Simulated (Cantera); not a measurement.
Charge: 1 mol Pb, a varied amount of O₂, 3.8 mol N₂, at 450 K and 2700 Pa.

These are equilibrium values from Cantera (NASA tables, ideal gas, pure condensed phases), not measurements of a reactor. Candidate condensed phases: Pb, PbO, PbO₂, Pb₃O₄; 12 gas species. Rates play no part.

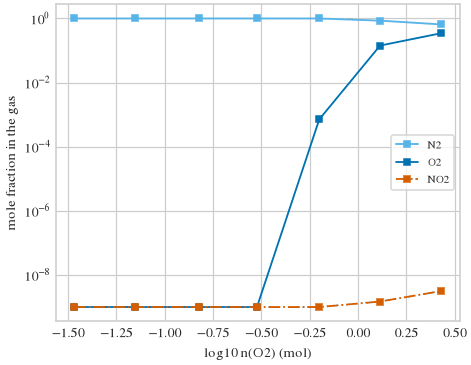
Figure. Equilibrium gas composition (values under 1e-9 drawn at 1e-9)

From 0.034 mol O₂ to 0.3 mol O₂ the condensed part is Pb(s) + PbO(red). At 0.63 mol O₂ the condensed part is PbO(red) + Pb₃O₄(s). From 1.3 mol O₂ to 2.7 mol O₂ the condensed part is Pb₃O₄(s).
